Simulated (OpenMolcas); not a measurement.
```
&GATEWAY
Basis set
Dy.ANO-RCC-VDZP.
Dy1 0.0 0.0 0.0 Angstrom
End of basis
Basis set
F.ANO-RCC-VDZP.
L1 1.513235 1.513235 1.513235 Angstrom
L2 1.513235 1.513235 -1.513235 Angstrom
L3 1.513235 -1.513235 1.513235 Angstrom
L4 1.513235 -1.513235 -1.513235 Angstrom
End of basis
Basis set
Ba.EMB-AIMP.Pascual.0s.0s.ECP.BaF2.
PseudoCharge
* 21 symmetry-unique lattice sites within 7.6 angstrom
End of basis
Basis set
F.EMB-AIMP.Pascual.0s.0s.ECP.BaF2.
PseudoCharge
* 24 symmetry-unique lattice sites within 7.6 angstrom
End of basis
Symmetry
XYZ
AngMom=0.0 0.0 0.0
AMFI
RICD
XField
1364 Angstrom 0
* Evjen-weighted lattice charges
&SEWARD
&RASSCF
FileOrb=start.orb
Symmetry=1
Spin=5
nActEl=10 0 0
Inactive=35 32
Ras2=0 7
CIRoot=35 35 1
SDav=35
CIMx=300
Iter=150 100
PrWF=0.3
OrbListing=Nothing
MaxOrb=0
LevShft=1.0
>>> COPY $Project.JobIph JOB001
&RASSCF
FileOrb=start.orb
Symmetry=1
Spin=3
nActEl=10 0 0
Inactive=35 32
Ras2=0 7
CIRoot=162 162 1
SDav=210
CIMx=300
Iter=150 100
PrWF=0.3
OrbListing=Nothing
MaxOrb=0
CIOnly
LevShft=1.0
>>> COPY $Project.JobIph JOB002
&RASSCF
FileOrb=start.orb
Symmetry=1
Spin=1
nActEl=10 0 0
Inactive=35 32
Ras2=0 7
CIRoot=162 162 1
SDav=196
CIMx=300
Iter=150 100
PrWF=0.3
OrbListing=Nothing
MaxOrb=0
CIOnly
LevShft=1.0
>>> COPY $Project.JobIph JOB003
&RASSI
NrOfJobIphs=3 32 106 31
1 2 3 4 5 6 7 8 9 10 11 12 13 14 15 16 17 18 19 20 21 22 23 24 25 26 27
28 29 30 31 32
1 2 3 4 5 6 7 8 9 10 11 12 13 14 15 16 17 18 19 20 21 22 23 24 25 26 27
28 29 30 31 32 33 34 35 36 37 38 39 40 41 42 43 44 45 46 47 48 49 50 51
52 53 54 55 56 57 58 59 60 61 62 63 64 65 66 67 68 69 70 71 72 73 74 75
76 77 78 79 80 81 82 83 84 85 86 87 88 89 90 91 92 93 94 95 96 97 98 99
100 101 102 103 104 105 106
1 2 3 4 5 6 7 8 9 10 11 12 13 14 15 16 17 18 19 20 21 22 23 24 25 26 27
28 29 30 31
IphNames
JOB001
JOB002
JOB003
EJob
SpinOrbit
DIPRint=1.0
SOCoupling=1000.0
Subsets=2
Property=9
'ANGMOM' 1 'ANGMOM' 2 'ANGMOM' 3 'MLTPL  1' 1 'MLTPL  1' 2 'MLTPL  1' 3
'AMFI' 1 'AMFI' 2 'AMFI' 3
SOProperty=3
'ANGMOM' 1 'ANGMOM' 2 'ANGMOM' 3
```

Launched with:
```bash
OMP_NUM_THREADS=1 MOLCAS_MEM=2457 MOLCAS_PROJECT=a pymolcas a.inp > a.log  # once for each step of the input, in one work folder
```

Level of the calculation: state-averaged CASSCF, active space 10 electrons in the shell 4f, basis ANO-RCC-VDZP on all atoms, DKH2 scalar Hamiltonian, spin-orbit coupling by RASSI with atomic mean-field integrals (OpenMolcas). Powder susceptibility by Van Vleck's formula.

Dy²⁺ (4f¹⁰) as a dopant in BaF₂, a cluster with its 8 nearest F⁻ at 2.621 Å (cube) embedded in model potentials and point charges; the geometry was set, not optimised. The cluster and the levels that result:

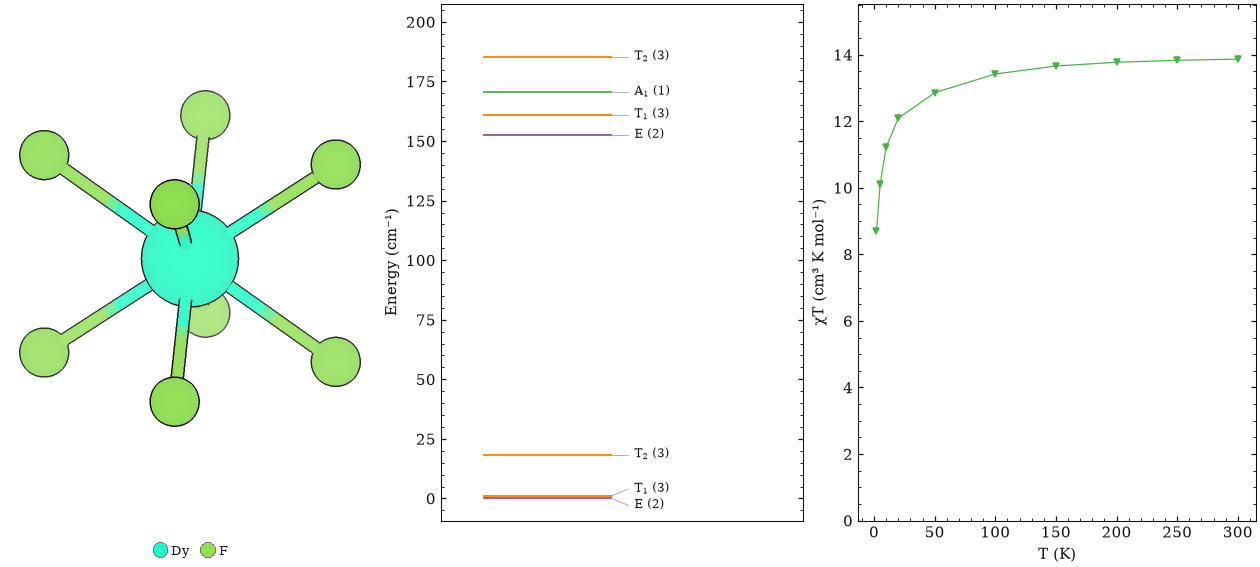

Labels give the representation in O, Td, D4 or D3 as the site allows (double group for half-integer spin) where it could be assigned and, in brackets, the degeneracy; spin-free states, where drawn, share the zero of the spin-orbit levels.

The ground level is E, doubly degenerate, 95 % from states of spin multiplicity 5. Its principal g values are all close to zero. The next level lies at 1.1 cm⁻¹ (T₁). The lowest J multiplet spreads over 185 cm⁻¹. χT is 8.69 cm³ K mol⁻¹ at 2 K and 13.9 at 300 K, an effective moment of 10.53 μB. The active orbitals hold 100 % metal character (Löwdin), and the Mulliken charge of the metal is +1.79.

Caveat: high states of lower spin left out of the spin-orbit mixing; the geometry is set by hand, with no relaxation and no charge compensation; spin-free states above about 42,000 cm⁻¹ are left out of the spin-orbit step.
